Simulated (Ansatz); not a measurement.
# Geometry relaxation of Al₃₂C (part 2 of 2)

Al₃₂C (defect cell, 33 atoms in the cell); DFT LDA, scalar-relativistic, plane waves, PAW, no spin polarisation (Ansatz 0.2.0); cutoff 420 eV, 2×2×2 k-mesh, Gaussian smearing of 0.15 eV. It belongs to a series of runs on one base structure; here: end point A relaxed.

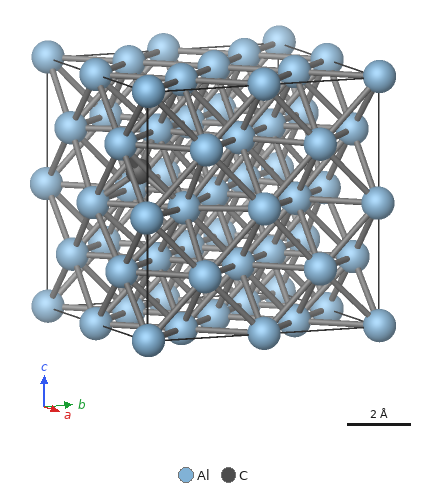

**Figure 1.** The geometry at step 3 of the log (ball-and-stick view of the cell of the calculation, seen slightly off an axis).

## Output, continued
```
--- Forces (eV/Å), atoms counted from 1 ---
  atom   1  Al    -0.00137080    -0.00119915     0.00014864
  atom   2  Al     0.00138896     0.00129894     0.00021517
  atom   3  Al     0.00114438    -0.00107695     0.00111778
  atom   4  Al     0.00044342     0.00111449     0.00053037
  atom   5  Al    -0.00103750    -0.00138155     0.00036384
  atom   6  Al     0.00163765     0.00108040     0.00054994
  atom   7  Al    -0.00089304    -0.00057640     0.00042627
  atom   8  Al    -0.00070405     0.00108961    -0.00066315
  atom   9  Al    -0.00101322     0.00092762     0.00116601
  atom  10  Al    -0.00087815     0.00054746    -0.00063280
  atom  11  Al    -0.00145332    -0.00073905    -0.00140653
  atom  12  Al    -0.00017805     0.00088059    -0.00111961
  atom  13  Al    -0.00067960     0.00011204    -0.00050012
  atom  14  Al    -0.00048294    -0.00067941    -0.00052882
  atom  15  Al     0.00064660     0.00057178    -0.00049616
  atom  16  Al     0.00031473    -0.00139975    -0.00102396
  atom  17  Al     0.00046709    -0.00049011     0.00048244
  atom  18  Al     0.00156357    -0.00065577    -0.00115481
  atom  19  Al     0.00031616    -0.00126955    -0.00137260
  atom  20  Al     0.00132193     0.00094030    -0.00097925
  atom  21  Al    -0.00103390    -0.00085009    -0.00098699
  atom  22  Al     0.00123952     0.00019487    -0.00124945
  atom  23  Al     0.00130775    -0.00106351     0.00109953
  atom  24  Al    -0.00130047     0.00101202     0.00015044
  atom  25  Al     0.00122023    -0.00066349     0.00118512
  atom  26  Al    -0.00046617     0.00058839     0.00067253
  atom  27  Al     0.00042546     0.00103580     0.00157077
  atom  28  Al    -0.00112370    -0.00057862     0.00148114
  atom  29  Al     0.00037331     0.00133964     0.00138779
  atom  30  Al    -0.00067450     0.00054884    -0.00096025
  atom  31  Al    -0.00128667     0.00020074     0.00117086
  atom  32  Al     0.00037487    -0.00061271    -0.00097203
  atom  33  C      0.00040598    -0.00025220     0.00034044
  max |Σ_I F_I| component: 1.55e-5 eV/Å
--- Relaxed structure (5 steps of the walk, 5 accepted, 0 SCFs on fresh bases) ---
  F+E_penalty+E_count = -16653.41762396 eV   max|allowed force component| = 1.637e-3 eV/Å
  atoms:
    - { symbol: Al, position: [0.4962477920850394, -0.0035686327627999126, 0.0019367133559574485] }
    - { symbol: Al, position: [0.7534811002299948, 0.25367305078384755, 0.0019440348484118066] }
    - { symbol: Al, position: [0.7534718173591849, -0.003554876416735549, 0.24780585888199244] }
    - { symbol: Al, position: [0.004295083287074262, 0.0010075900201755013, 0.004321587349863672] }
    - { symbol: Al, position: [0.24547875931660434, 0.24911059364406607, 0.004302974535858011] }
    - { symbol: Al, position: [0.5008004237256336, 0.5044464097221821, 0.004302861464606888] }
    - { symbol: Al, position: [0.7489048025472695, 0.745633747557137, 0.004316580672304655] }
    - { symbol: Al, position: [0.2454871844392682, 0.0010030775224685773, 0.24551347482896305] }
    - { symbol: Al, position: [0.4962584222430016, 0.2536623343992046, 0.24782690492948606] }
    - { symbol: Al, position: [0.7489075465752699, 0.5044458517130053, 0.24550444155793846] }
    - { symbol: Al, position: [0.4859735463744771, -0.01386047765671563, 0.486003653472939] }
    - { symbol: Al, position: [0.7638281906533223, 0.2639708316330726, 0.4859812086386623] }
    - { symbol: Al, position: [0.7638514446039344, -0.01390913405293492, 0.7638719201996459] }
    - { symbol: Al, position: [0.0023511788095477793, 0.5025429051170471, 0.0023804507050834253] }
    - { symbol: Al, position: [0.24737814641354086, 0.7475664829391638, 0.002379423244512346] }
    - { symbol: Al, position: [0.004281044089890239, 0.24911112833687438, 0.24550015396859678] }
    - { symbol: Al, position: [0.2473846837567414, 0.5025373463695285, 0.24741179157510465] }
    - { symbol: Al, position: [0.5008032166167287, 0.7456587352935937, 0.24551617246870136] }
    - { symbol: Al, position: [0.001906812154020744, -0.003570077244493225, 0.4962729059511735] }
    - { symbol: Al, position: [0.2477914180126462, 0.2536609363723721, 0.49628724386419265] }
    - { symbol: Al, position: [0.4962557248239795, 0.5021072722114815, 0.49628312925948687] }
    - { symbol: Al, position: [0.7534797916714984, 0.7479975830954155, 0.4962789157835285] }
    - { symbol: Al, position: [0.24777237444731434, -0.0035538625138617232, 0.7535002911190699] }
    - { symbol: Al, position: [0.48596020747233193, 0.26396186007947425, 0.7638388953317059] }
    - { symbol: Al, position: [0.7534730004695215, 0.5021312913269951, 0.753502636004462] }
    - { symbol: Al, position: [0.0023507769386249505, 0.7475657861721873, 0.24740509823221493] }
    - { symbol: Al, position: [0.004281923398423641, 0.5044519902334876, 0.5008310229611991] }
    - { symbol: Al, position: [0.24548910029342003, 0.7456575941147351, 0.5008341697613947] }
    - { symbol: Al, position: [0.0019115691284986975, 0.2536751749439604, 0.7535131841086438] }
    - { symbol: Al, position: [0.24548078707047605, 0.5044432060997218, 0.7489393142180247] }
    - { symbol: Al, position: [0.4962515802947459, 0.7480002145458096, 0.7535103419552944] }
    - { symbol: Al, position: [0.004291603516236936, 0.7456322612763576, 0.7489357814005232] }
    - { symbol: C, position: [0.6249259471817392, 0.12503880512417773, 0.6249379633504586] }
```

## Trajectory as extended XYZ (Å, eV, eV/Å), 5 frames, from step=1 to step=5
```
33
Lattice="8.1000 0.0000 0.0000 0.0000 8.1000 0.0000 0.0000 0.0000 8.1000" Properties=species:S:1:pos:R:3:forces:R:3 step=1 energy=-16651.89833
Al    4.0500    0.0000    0.0000   -0.0953  -0.1036   0.1473
Al    6.0750    2.0250    0.0000    0.1029   0.0949   0.1471
Al    6.0750    0.0000    2.0250    0.1173  -0.1140  -0.1824
Al    0.0000    0.0000    0.0000    0.1082   0.1139   0.1084
Al    2.0250    2.0250    0.0000   -0.0994  -0.1175   0.0979
Al    4.0500    4.0500    0.0000    0.1157   0.1003   0.0993
Al    6.0750    6.0750    0.0000   -0.1157  -0.1076   0.1073
Al    2.0250    0.0000    2.0250   -0.0943   0.1220  -0.0941
Al    4.0500    2.0250    2.0250   -0.1147   0.1184  -0.1816
Al    6.0750    4.0500    2.0250   -0.1211   0.0979  -0.0982
Al    4.0500    0.0000    4.0500   -2.6827  -2.8144  -2.7026
Al    6.0750    2.0250    4.0500    2.4298   2.3194  -2.2885
Al    6.0750    0.0000    6.0750    1.7236  -1.6908   1.7121
Al    0.0000    4.0500    0.0000    0.1015   0.1063   0.1023
Al    2.0250    6.0750    0.0000   -0.1088  -0.1045   0.1033
Al    0.0000    2.0250    2.0250    0.0996  -0.1166  -0.1010
Al    2.0250    4.0500    2.0250   -0.1100   0.1085  -0.1095
Al    4.0500    6.0750    2.0250    0.1175  -0.0962  -0.0973
Al    0.0000    0.0000    4.0500    0.1426  -0.1006  -0.0936
Al    2.0250    2.0250    4.0500   -0.1862   0.1199  -0.1176
Al    4.0500    4.0500    4.0500   -0.1119   0.1732  -0.1132
Al    6.0750    6.0750    4.0500    0.1084  -0.1558  -0.0981
Al    2.0250    0.0000    6.0750   -0.1871  -0.1169   0.1191
Al    4.0500    2.0250    6.0750   -2.4094   2.4601   2.5599
Al    6.0750    4.0500    6.0750    0.1118   0.1738   0.1107
Al    0.0000    6.0750    2.0250    0.1022  -0.1042  -0.1079
Al    0.0000    4.0500    4.0500    0.1005   0.1016   0.1154
Al    2.0250    6.0750    4.0500   -0.0970  -0.0957   0.1182
Al    0.0000    2.0250    6.0750    0.1425   0.0934   0.1002
Al    2.0250    4.0500    6.0750   -0.0970   0.0964  -0.1214
Al    4.0500    6.0750    6.0750   -0.0982  -0.1558   0.1086
Al    0.0000    6.0750    6.0750    0.1076  -0.1079  -0.1150
C     5.0285    1.0261    5.0357    0.9969  -0.2979   0.7651
33
Lattice="8.1000 0.0000 0.0000 0.0000 8.1000 0.0000 0.0000 0.0000 8.1000" Properties=species:S:1:pos:R:3:forces:R:3 step=2 energy=-16652.89486
Al    4.0239   -0.0280    0.0330   -0.0238  -0.0226  -0.0598
Al    6.1028    2.0509    0.0333    0.0226   0.0237  -0.0567
Al    6.1049   -0.0291    1.9829    0.0185  -0.0189   0.0700
Al    0.0240    0.0102    0.0243    0.0046   0.0344   0.0059
Al    2.0020    2.0132    0.0206   -0.0082  -0.0358  -0.0019
Al    4.0612    4.0731    0.0215    0.0367   0.0076   0.0009
Al    6.0642    6.0510    0.0236   -0.0336  -0.0052   0.0029
Al    2.0044    0.0134    2.0047   -0.0016   0.0348  -0.0004
Al    4.0205    2.0553    1.9840   -0.0196   0.0191   0.0763
Al    6.0620    4.0710    2.0034   -0.0338   0.0003  -0.0025
Al    4.0116   -0.0450    4.0105   -1.4702  -1.5103  -1.4762
Al    6.1202    2.0646    4.0123    1.3081   1.2769  -1.2684
Al    6.1164   -0.0393    6.1157    0.9478  -0.9407   0.9453
Al    0.0247    4.0753    0.0248   -0.0197  -0.0194  -0.0196
Al    1.9986    6.0491    0.0258    0.0192   0.0194  -0.0197
Al    0.0211    2.0136    2.0016   -0.0014  -0.0358  -0.0087
Al    1.9968    4.0780    1.9969    0.0190  -0.0193   0.0191
Al    4.0619    6.0544    2.0027    0.0368   0.0001  -0.0066
Al    0.0319   -0.0274    4.0241   -0.0572  -0.0232  -0.0243
Al    1.9829    2.0555    4.0201    0.0777   0.0186  -0.0189
Al    4.0208    4.0889    4.0206   -0.0205  -0.0739  -0.0203
Al    6.1038    6.0396    4.0236    0.0214   0.0614  -0.0229
Al    1.9820   -0.0296    6.1051    0.0724  -0.0183   0.0180
Al    4.0128    2.0652    6.1202   -1.3334   1.3478   1.3769
Al    6.1039    4.0902    6.1036    0.0197  -0.0655   0.0198
Al    0.0253    6.0495    1.9990   -0.0198   0.0194   0.0192
Al    0.0216    4.0735    4.0610    0.0004   0.0084   0.0363
Al    2.0028    6.0547    4.0621   -0.0068   0.0010   0.0365
Al    0.0321    2.0507    6.1023   -0.0552   0.0242   0.0232
Al    2.0036    4.0706    6.0619   -0.0029  -0.0004  -0.0341
Al    4.0235    6.0398    6.1039   -0.0230   0.0625   0.0214
Al    0.0235    6.0507    6.0644    0.0027  -0.0063  -0.0339
C     5.0369    1.0227    5.0423    0.5232  -0.1640   0.4031
33
Lattice="8.1000 0.0000 0.0000 0.0000 8.1000 0.0000 0.0000 0.0000 8.1000" Properties=species:S:1:pos:R:3:forces:R:3 step=3 energy=-16653.39148
Al    4.0183   -0.0326    0.0191    0.0115   0.0131  -0.0024
Al    6.1074    2.0565    0.0205   -0.0134  -0.0120  -0.0081
Al    6.1086   -0.0331    2.0021   -0.0118   0.0111   0.0044
Al    0.0336    0.0181    0.0340   -0.0167  -0.0557  -0.0180
Al    1.9908    2.0050    0.0305    0.0103   0.0573   0.0009
Al    4.0697    4.0844    0.0320   -0.0583  -0.0099  -0.0025
Al    6.0566    6.0415    0.0327    0.0549   0.0170  -0.0146
Al    1.9940    0.0212    1.9944   -0.0004  -0.0562  -0.0018
Al    4.0163    2.0591    2.0055    0.0105  -0.0113  -0.0097
Al    6.0546    4.0807    1.9934    0.0553  -0.0025   0.0049
Al    3.9500   -0.1042    3.9492   -0.2602  -0.2728  -0.2619
Al    6.1759    2.1226    3.9538    0.2245   0.2125  -0.2097
Al    6.1669   -0.0909    6.1666    0.1389  -0.1342   0.1372
Al    0.0241    4.0752    0.0243   -0.0238  -0.0261  -0.0242
Al    1.9984    6.0495    0.0252    0.0279   0.0259  -0.0253
Al    0.0309    2.0054    1.9905   -0.0013   0.0573   0.0125
Al    1.9967    4.0779    1.9968    0.0298  -0.0291   0.0296
Al    4.0704    6.0437    1.9913   -0.0583  -0.0015   0.0059
Al    0.0191   -0.0322    4.0185   -0.0044   0.0132   0.0119
Al    2.0052    2.0592    4.0161   -0.0096  -0.0110   0.0105
Al    4.0165    4.0688    4.0163    0.0110   0.0096   0.0113
Al    6.1080    6.0545    4.0181   -0.0132   0.0043   0.0112
Al    2.0022   -0.0334    6.1087    0.0023   0.0110  -0.0114
Al    3.9530    2.1242    6.1771   -0.2257   0.2301   0.2406
Al    6.1080    4.0731    6.1078   -0.0121  -0.0081  -0.0119
Al    0.0247    6.0498    1.9989   -0.0246   0.0255   0.0272
Al    0.0318    4.0846    4.0694   -0.0035  -0.0123  -0.0579
Al    1.9913    6.0443    4.0705    0.0061  -0.0027  -0.0580
Al    0.0200    2.0563    6.1071   -0.0082  -0.0122  -0.0134
Al    1.9933    4.0804    6.0543    0.0039  -0.0001   0.0556
Al    4.0181    6.0550    6.1081    0.0110   0.0023  -0.0131
Al    0.0328    6.0410    6.0567   -0.0145   0.0182   0.0551
C     5.0414    1.0205    5.0460    0.1622  -0.0506   0.1250
33
Lattice="8.1000 0.0000 0.0000 0.0000 8.1000 0.0000 0.0000 0.0000 8.1000" Properties=species:S:1:pos:R:3:forces:R:3 step=4 energy=-16653.40765
Al    4.0254   -0.0220    0.0112   -0.0351  -0.0339   0.0052
Al    6.0963    2.0489    0.0114    0.0326   0.0347   0.0064
Al    6.0952   -0.0214    2.0078    0.0318  -0.0326   0.0077
Al    0.0381   -0.0027    0.0381   -0.0035   0.0653  -0.0015
Al    1.9874    2.0311    0.0381    0.0003  -0.0700  -0.0163
Al    4.0415    4.0865    0.0368    0.0745  -0.0004  -0.0110
Al    6.0752    6.0360    0.0390   -0.0607   0.0035  -0.0070
Al    1.9856   -0.0034    1.9856    0.0129   0.0640   0.0147
Al    4.0272    2.0466    2.0083   -0.0346   0.0344   0.0109
Al    6.0756    4.0900    1.9851   -0.0599  -0.0143   0.0111
Al    3.9381   -0.1069    3.9392   -0.0120  -0.0111  -0.0127
Al    6.1862    2.1394    3.9338   -0.0038   0.0014  -0.0011
Al    6.1954   -0.1213    6.1956   -0.0241   0.0200  -0.0225
Al    0.0123    4.0643    0.0127    0.0299   0.0302   0.0298
Al    2.0105    6.0622    0.0121   -0.0313  -0.0302   0.0304
Al    0.0380    2.0311    1.9875   -0.0150  -0.0702  -0.0010
Al    2.0117    4.0627    2.0119   -0.0325   0.0319  -0.0322
Al    4.0414    6.0379    1.9883    0.0742   0.0133   0.0027
Al    0.0105   -0.0224    4.0255    0.0077  -0.0339  -0.0351
Al    2.0074    2.0465    4.0277    0.0125   0.0341  -0.0343
Al    4.0271    4.0652    4.0276   -0.0351  -0.0079  -0.0350
Al    6.0957    6.0624    4.0260    0.0326  -0.0020  -0.0348
Al    2.0070   -0.0212    6.0954    0.0096  -0.0325   0.0320
Al    3.9346    2.1375    6.1846   -0.0045   0.0055   0.0016
Al    6.0956    4.0658    6.0960    0.0321  -0.0039   0.0324
Al    0.0119    6.0620    2.0105    0.0303  -0.0300  -0.0309
Al    0.0371    4.0868    4.0424   -0.0116   0.0009   0.0731
Al    1.9879    6.0375    4.0422    0.0027   0.0152   0.0726
Al    0.0107    2.0491    6.0969    0.0085   0.0348   0.0331
Al    1.9853    4.0899    6.0766    0.0105  -0.0156  -0.0614
Al    4.0257    6.0624    6.0960   -0.0349  -0.0015   0.0331
Al    0.0387    6.0363    6.0761   -0.0070   0.0016  -0.0624
C     5.0722    1.0092    5.0700    0.0029  -0.0006   0.0022
33
Lattice="8.1000 0.0000 0.0000 0.0000 8.1000 0.0000 0.0000 0.0000 8.1000" Properties=species:S:1:pos:R:3:forces:R:3 step=5 energy=-16653.41762
Al    4.0196   -0.0289    0.0157   -0.0014  -0.0012   0.0001
Al    6.1032    2.0548    0.0157    0.0014   0.0013   0.0002
Al    6.1031   -0.0288    2.0072    0.0011  -0.0011   0.0011
Al    0.0348    0.0082    0.0350    0.0004   0.0011   0.0005
Al    1.9884    2.0178    0.0349   -0.0010  -0.0014   0.0004
Al    4.0565    4.0860    0.0349    0.0016   0.0011   0.0006
Al    6.0661    6.0396    0.0350   -0.0009  -0.0006   0.0004
Al    1.9884    0.0081    1.9887   -0.0007   0.0011  -0.0007
Al    4.0197    2.0547    2.0074   -0.0010   0.0009   0.0012
Al    6.0662    4.0860    1.9886   -0.0009   0.0005  -0.0006
Al    3.9364   -0.1123    3.9366   -0.0015  -0.0007  -0.0014
Al    6.1870    2.1382    3.9364   -0.0002   0.0009  -0.0011
Al    6.1872   -0.1127    6.1874   -0.0007   0.0001  -0.0005
Al    0.0190    4.0706    0.0193   -0.0005  -0.0007  -0.0005
Al    2.0038    6.0553    0.0193    0.0006   0.0006  -0.0005
Al    0.0347    2.0178    1.9886    0.0003  -0.0014  -0.0010
Al    2.0038    4.0706    2.0040    0.0005  -0.0005   0.0005
Al    4.0565    6.0398    1.9887    0.0016  -0.0007  -0.0012
Al    0.0154   -0.0289    4.0198    0.0003  -0.0013  -0.0014
Al    2.0071    2.0547    4.0199    0.0013   0.0009  -0.0010
Al    4.0197    4.0671    4.0199   -0.0010  -0.0008  -0.0010
Al    6.1032    6.0588    4.0199    0.0012   0.0002  -0.0012
Al    2.0070   -0.0288    6.1034    0.0013  -0.0011   0.0011
Al    3.9363    2.1381    6.1871   -0.0013   0.0010   0.0001
Al    6.1031    4.0673    6.1034    0.0012  -0.0007   0.0012
Al    0.0190    6.0553    2.0040   -0.0005   0.0006   0.0007
Al    0.0347    4.0861    4.0567    0.0004   0.0010   0.0016
Al    1.9885    6.0398    4.0568   -0.0011  -0.0006   0.0015
Al    0.0155    2.0548    6.1035    0.0004   0.0013   0.0014
Al    1.9884    4.0860    6.0664   -0.0007   0.0005  -0.0010
Al    4.0196    6.0588    6.1034   -0.0013   0.0002   0.0012
Al    0.0348    6.0396    6.0664    0.0004  -0.0006  -0.0010
C     5.0619    1.0128    5.0620    0.0004  -0.0003   0.0003
```
